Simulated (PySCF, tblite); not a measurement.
# C₅H₁₂Si: dynamics, then NMR shifts on frames

How do NMR shifts of C₅H₁₂Si (`C[C@H]1CC[SiH2]C1`) change as the atoms move?

The runs use tblite 0.8.0 and PySCF 2.14.0, with density-fitted response routines of our own; the level of theory stands in each step. All values are computed, except where a source is named. Atoms count from 0, in the outputs and in this text.

## Step 1: The molecule as given

18 atoms, charge 0, multiplicity 1; geometry from: GFN2-xTB.

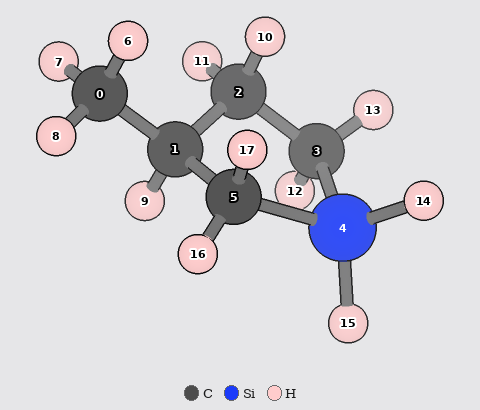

The starting geometry (carbon dark grey, silicon blue, hydrogen pink), atoms numbered.

## Step 2: Dynamics with GFN2-xTB

The job: settings as JSON, then the geometry in Å.

```
{"job": {"kind": "md", "xc": "GFN2-xTB", "basis": "xTB", "temperature": 300, "steps": 2000, "every": 50, "frames": 5}, "charge": 0, "multiplicity": 1}
C      2.134531    -0.414669    -0.307158
C      0.631346    -0.219935    -0.468583
C     -0.168690    -1.050111     0.537077
C     -1.649729    -0.693932     0.390757
Si    -1.656972     1.184315     0.066876
C      0.214638     1.244361    -0.281491
H      2.449238    -0.123933     0.693791
H      2.406732    -1.457195    -0.461700
H      2.678783     0.192859    -1.027566
H      0.342453    -0.536472    -1.477494
H      0.169336    -0.797420     1.545126
H      0.002167    -2.118556     0.386784
H     -2.073607    -1.232759    -0.457796
H     -2.211849    -1.001841     1.270547
H     -2.042474     1.974426     1.240210
H     -2.481006     1.556349    -1.086833
H      0.495413     1.841149    -1.147762
H      0.750931     1.659682     0.573556
```

Level: GFN2-xTB Langevin dynamics, gas phase.

Run with:

```console
$ OMP_NUM_THREADS=1 python probes_run.py task.json out
```

The driver reads the jobs from task.json and runs them one after another.

Standard output:

```text
t/fs     T/K      E/eV
    0.0   254.5   -504.85467
   25.0   175.2   -504.40707
   50.0   183.0   -504.47684
   75.0   161.4   -504.35697
  100.0   236.7   -504.50284
  125.0   278.1   -504.42904
  150.0   309.3   -504.34621
  175.0   331.5   -504.44281
  200.0   242.2   -504.21545
  225.0   257.2   -504.28646
  250.0   295.6   -504.36672
  275.0   254.3   -504.25276
  300.0   301.8   -504.33214
  325.0   397.0   -504.45835
  350.0   349.7   -504.40067
  375.0   205.8   -504.42796
  400.0   206.6   -504.37355
  425.0   215.9   -504.50208
  450.0   282.8   -504.43115
  475.0   251.4   -504.25389
  500.0   254.2   -504.04238
  525.0   324.7   -504.33278
  550.0   230.0   -504.22705
  575.0   229.1   -504.23150
  600.0   257.3   -504.38484
  625.0   243.7   -504.22306
  650.0   289.2   -504.33842
  675.0   232.2   -504.19363
  700.0   320.1   -504.25595
  725.0   275.2   -504.28466
  750.0   274.8   -504.31043
  775.0   229.2   -504.16309
  800.0   325.1   -504.32081
  825.0   300.5   -504.22133
  850.0   363.3   -504.21849
  875.0   333.5   -504.08958
  900.0   362.6   -504.07868
  925.0   270.2   -504.14397
  950.0   278.7   -504.24523
  975.0   231.3   -504.27138
 1000.0   261.2   -504.43486
```

Run time: 12 s. Hardware: 1 thread of Arm Neoverse V1, shared host; peak memory 0.18 GiB.

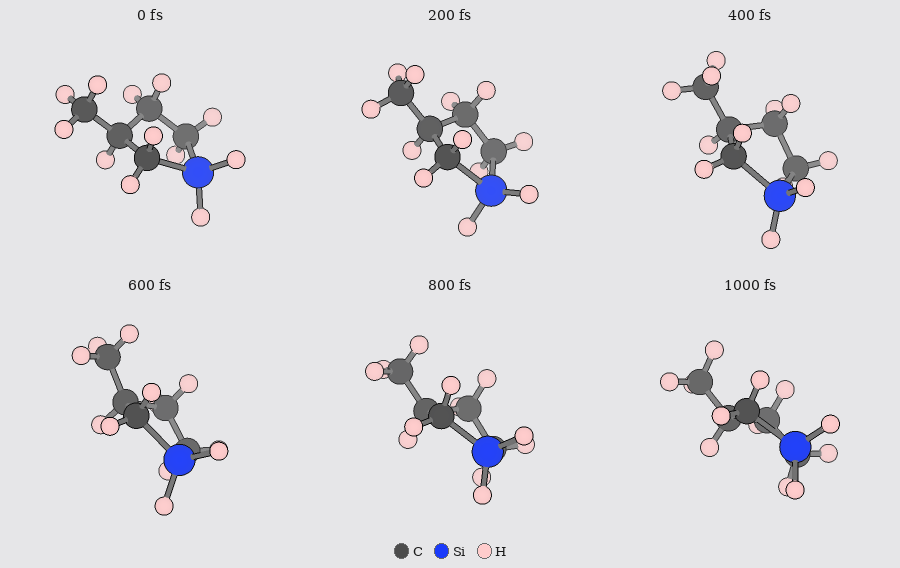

Frames of the run.

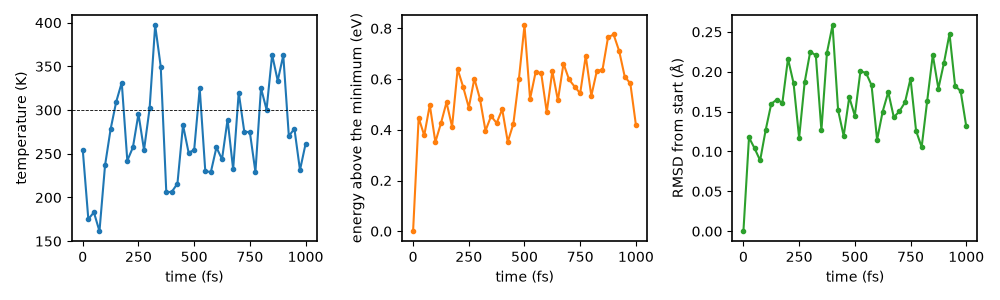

Temperature, potential energy and distance from the start.

Positions (Å) and forces (eV/Å) at 1000 fs:

```xyz
18

C     1.958   -2.115   -0.062   -0.241   -1.013    1.048
C     1.013   -0.963   -0.349   -0.460   -0.498    1.180
C    -0.446   -1.406    0.058    0.931    2.242    1.228
C    -1.343   -0.168   -0.120    0.141    0.708    0.574
Si   -0.221    1.337    0.491   -0.796   -0.334   -0.601
C     1.376    0.291    0.492   -0.381    0.142   -0.805
H     2.129   -2.263    1.047   -0.432    0.103   -1.125
H     1.558   -3.046   -0.496   -0.026    0.228    0.374
H     2.924   -2.021   -0.495    0.836    0.505   -0.391
H     1.089   -0.723   -1.420   -0.351    0.028    0.305
H    -0.468   -1.639    1.162    0.284    0.104   -0.988
H    -0.777   -2.259   -0.449   -0.420   -1.099   -0.947
H    -1.618    0.072   -1.140    0.309   -0.359   -0.498
H    -2.325   -0.293    0.356    0.411    0.031    0.299
H    -0.466    1.848    1.838   -0.093   -0.025    0.137
H    -0.455    2.478   -0.437    0.272   -0.316    0.160
H     2.296    0.721    0.082   -0.255    0.124    0.157
H     1.539    0.101    1.551    0.270   -0.569   -0.105
```

## Step 3: NMR shieldings: 250 fs, PBE0/pcSseg-1

The job: settings as JSON, then the geometry in Å.

```
{"job": {"kind": "nmr", "xc": "PBE0", "basis": "pcSseg-1", "pop": false}, "charge": 0, "multiplicity": 1}
C      2.038600    -1.046000     0.511200
C      0.627400    -0.749000    -0.104200
C     -0.508000    -1.128200     0.795300
C     -1.852800    -0.692500     0.212900
Si    -1.401200     1.014000    -0.507800
C      0.499500     0.804800    -0.241700
H      2.133000    -0.497000     1.421300
H      2.107200    -2.106500     0.749600
H      2.732700    -0.752300    -0.207400
H      0.448400    -1.229600    -1.092900
H     -0.283500    -0.645500     1.738000
H     -0.549800    -2.177000     1.083900
H     -2.041500    -1.315600    -0.660200
H     -2.810800    -0.776300     0.796100
H     -1.952500     2.089200     0.337100
H     -1.821600     1.174700    -1.894500
H      1.096100     1.150300    -1.017200
H      0.731900     1.298100     0.722600
```

With the program's defaults for keys left out, this is: GIAO PBE0/pcSseg-1 NMR shielding, non-relativistic, gas phase.

Standard output:

```text
coarse grid: 14496 points
cycle   1  E = -486.7418148105  dE =  4.726e-01  |g| = 4.540e-01  |ddm| = 3.606e+00
cycle   2  E = -486.7159396244  dE =  2.588e-02  |g| = 5.527e-01  |ddm| = 9.173e-01
cycle   3  E = -486.7974174721  dE = -8.148e-02  |g| = 4.685e-02  |ddm| = 5.664e-01
cycle   4  E = -486.7978713820  dE = -4.539e-04  |g| = 2.132e-02  |ddm| = 6.689e-02
cycle   5  E = -486.7979767549  dE = -1.054e-04  |g| = 4.126e-03  |ddm| = 1.926e-02
cycle   6  E = -486.7979809658  dE = -4.211e-06  |g| = 6.610e-04  |ddm| = 4.601e-03
final grid: 132432 points
cycle   7  E = -486.8352806857  dE = -5.493e-05  |g| = 8.524e-03  |ddm| = 3.838e-02
cycle   8  E = -486.8352701499  dE =  1.054e-05  |g| = 1.059e-02  |ddm| = 1.733e-02
cycle   9  E = -486.8352997106  dE = -2.956e-05  |g| = 7.241e-04  |ddm| = 1.019e-02
cycle  10  E = -486.8352998236  dE = -1.130e-07  |g| = 2.458e-04  |ddm| = 9.332e-04
cycle  11  E = -486.8352998378  dE = -1.420e-08  |g| = 4.516e-05  |ddm| = 2.114e-04
cycle  12  E = -486.8352998383  dE = -4.708e-10  |g| = 7.712e-06  |ddm| = 5.598e-05
converged SCF energy = -486.8352998383

GIAO shielding tensors (ppm)
atom      isotropic    diamagn.    paramagn.     s11        s22        s33       span
  0 C      162.280     246.627     -84.347    139.756    157.322    189.761     50.005
  1 C      144.377     249.859    -105.482    131.059    142.941    159.130     28.071
  2 C      151.110     248.714     -97.605    128.354    150.028    174.947     46.593
  3 C      175.810     253.167     -77.356    154.258    174.273    198.900     44.642
  4 Si     383.178     879.856    -496.677    324.683    395.928    428.923    104.240
  5 C      162.506     253.103     -90.597    140.460    152.737    194.323     53.863
  6 H       31.600      31.110       0.490     28.007     30.159     36.633      8.626
  7 H       30.285      29.273       1.013     25.298     27.723     37.834     12.537
  8 H       31.126      30.779       0.347     26.504     28.917     37.958     11.454
  9 H       30.153      32.920      -2.767     26.474     28.665     35.322      8.848
 10 H       31.272      33.132      -1.860     27.186     30.223     36.406      9.220
 11 H       29.844      31.400      -1.557     23.867     28.924     36.740     12.872
 12 H       31.096      31.628      -0.532     27.146     27.880     38.263     11.117
 13 H       29.731      28.839       0.892     25.032     26.162     37.999     12.967
 14 H       27.421      29.027      -1.605     24.028     24.737     33.499      9.471
 15 H       27.599      29.290      -1.691     24.089     24.895     33.813      9.724
 16 H       31.533      33.619      -2.086     27.035     29.269     38.294     11.259
 17 H       31.061      32.243      -1.181     26.501     29.749     36.934     10.432
```

Wall time 19 s (1 thread of Arm Neoverse V1, shared host); peak memory 0.77 GiB.

The references, computed at this level on geometries of the same kind, shield at (ppm): 1H TMS 31.72, 13C TMS 186.9, 29Si TMS 349.2. Their shielding less the atom's gives the shift. The references are single molecules in the gas phase. Each atom is listed at this fixed geometry, with no averaging over motion; a spectrum would average atoms that exchange fast.

```csv
atoms,environment,σ (ppm),δ (ppm)
C1,sp3 CH in a ring,144.4,42.5
C2,sp3 CH2 in a ring,151.1,35.8
C0,methyl carbon,162.3,24.6
C5,sp3 CH2 bonded to Si,162.5,24.4
C3,sp3 CH2 bonded to Si,175.8,11.1
H14,"hydrogen on a silicon bonded to 2 C, in a 5-membered ring",27.42,4.30
H15,"hydrogen on a silicon bonded to 2 C, in a 5-membered ring",27.60,4.12
H13,hydrogen on an sp3 CH2 bonded to Si,29.73,1.99
H11,hydrogen on an sp3 CH2 in a ring,29.84,1.87
H9,hydrogen on an sp3 CH in a ring,30.15,1.56
H7,hydrogen on a methyl carbon,30.29,1.43
H17,hydrogen on an sp3 CH2 bonded to Si,31.06,0.66
H12,hydrogen on an sp3 CH2 bonded to Si,31.10,0.62
H8,hydrogen on a methyl carbon,31.13,0.59
H10,hydrogen on an sp3 CH2 in a ring,31.27,0.45
H16,hydrogen on an sp3 CH2 bonded to Si,31.53,0.18
H6,hydrogen on a methyl carbon,31.60,0.12
Si4,"silicon bonded to 2 C, 2 H, in a 5-membered ring",383.2,-34.0
```

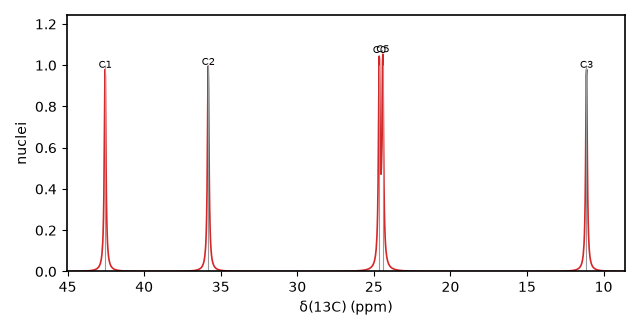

13C lines at the computed shifts, without couplings. Lines are broadened to a width of 0.13 ppm (Lorentzian).

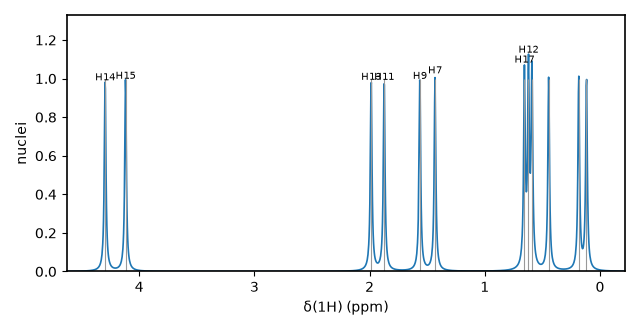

1H lines at the computed shifts, without couplings. Lines are broadened to a width of 0.02 ppm (Lorentzian).

Ring of atoms C1, C2, C3, Si4, C5: NICS(0) -5.6, NICS(1) -4.5, NICS(1)zz -2.0 ppm (means of both faces).

## Step 4: Shielding tensors: 425 fs, PBE0/pcSseg-1

The job: settings as JSON, then the geometry in Å.

```
{"job": {"kind": "nmr", "xc": "PBE0", "basis": "pcSseg-1", "pop": false}, "charge": 0, "multiplicity": 1}
C      2.113300    -1.830100     0.704000
C      0.965900    -1.121900     0.044600
C     -0.308400    -1.288700     0.875600
C     -1.377300    -0.511300     0.114800
Si    -0.480600     1.179400    -0.402700
C      1.201600     0.382300    -0.223000
H      2.404900    -1.324700     1.616500
H      1.783900    -2.839200     1.019000
H      3.014400    -1.893300     0.086600
H      0.824200    -1.676900    -0.888000
H     -0.077700    -1.017600     1.914000
H     -0.591200    -2.328700     0.880500
H     -1.750100    -1.107900    -0.749200
H     -2.210400    -0.385200     0.784100
H     -0.787300     2.330200     0.473100
H     -0.706900     1.659000    -1.745000
H      1.761600     0.534900    -1.147200
H      1.859500     0.735100     0.585800
```

With the program's defaults for keys left out, this is: GIAO PBE0/pcSseg-1 NMR shielding, non-relativistic, gas phase.

Standard output:

```text
coarse grid: 14496 points
cycle   1  E = -486.7458277909  dE =  4.624e-01  |g| = 4.580e-01  |ddm| = 3.621e+00
cycle   2  E = -486.7140415228  dE =  3.179e-02  |g| = 5.751e-01  |ddm| = 9.455e-01
cycle   3  E = -486.8028611276  dE = -8.882e-02  |g| = 4.821e-02  |ddm| = 5.888e-01
cycle   4  E = -486.8033442555  dE = -4.831e-04  |g| = 2.089e-02  |ddm| = 6.634e-02
cycle   5  E = -486.8034438628  dE = -9.961e-05  |g| = 3.643e-03  |ddm| = 1.860e-02
cycle   6  E = -486.8034471610  dE = -3.298e-06  |g| = 4.117e-04  |ddm| = 4.210e-03
final grid: 132432 points
cycle   7  E = -486.8394637854  dE = -3.552e-05  |g| = 8.142e-03  |ddm| = 2.982e-02
cycle   8  E = -486.8394522893  dE =  1.150e-05  |g| = 1.047e-02  |ddm| = 1.685e-02
cycle   9  E = -486.8394812714  dE = -2.898e-05  |g| = 6.325e-04  |ddm| = 1.005e-02
cycle  10  E = -486.8394813571  dE = -8.561e-08  |g| = 2.010e-04  |ddm| = 7.334e-04
cycle  11  E = -486.8394813664  dE = -9.314e-09  |g| = 3.316e-05  |ddm| = 1.755e-04
cycle  12  E = -486.8394813666  dE = -2.501e-10  |g| = 9.603e-06  |ddm| = 4.998e-05
converged SCF energy = -486.8394813666

GIAO shielding tensors (ppm)
atom      isotropic    diamagn.    paramagn.     s11        s22        s33       span
  0 C      159.798     244.804     -85.006    142.507    149.155    187.731     45.224
  1 C      144.743     246.816    -102.073    118.913    150.831    164.484     45.571
  2 C      146.721     250.625    -103.903    123.553    147.839    168.771     45.218
  3 C      168.725     249.877     -81.152    145.792    167.362    193.022     47.231
  4 Si     375.212     879.358    -504.147    317.452    363.693    444.489    127.037
  5 C      171.717     251.075     -79.358    150.466    162.112    202.572     52.105
  6 H       31.110      29.955       1.155     27.851     29.085     36.394      8.542
  7 H       29.916      28.101       1.815     24.782     28.052     36.913     12.131
  8 H       30.040      28.127       1.913     25.642     27.204     37.274     11.632
  9 H       29.963      33.099      -3.136     26.433     28.367     35.090      8.657
 10 H       30.738      32.656      -1.917     26.686     29.754     35.775      9.089
 11 H       30.059      32.601      -2.542     25.002     29.093     36.082     11.080
 12 H       30.042      30.416      -0.375     25.266     27.377     37.482     12.216
 13 H       30.556      30.478       0.078     25.459     27.809     38.399     12.939
 14 H       27.276      28.861      -1.584     24.179     24.538     33.112      8.933
 15 H       27.666      29.623      -1.957     24.201     25.072     33.724      9.523
 16 H       30.526      31.167      -0.641     25.694     28.184     37.700     12.006
 17 H       31.154      31.668      -0.513     25.983     29.749     37.730     11.747
```

It took 19 s on 1 thread of Arm Neoverse V1, shared host; peak memory 0.79 GiB.

Key values: δ C1 42.2, C2 40.2, C0 27.1, C3 18.2, H14 4.44, H15 4.05 ppm.

[end of part 1 of 2]
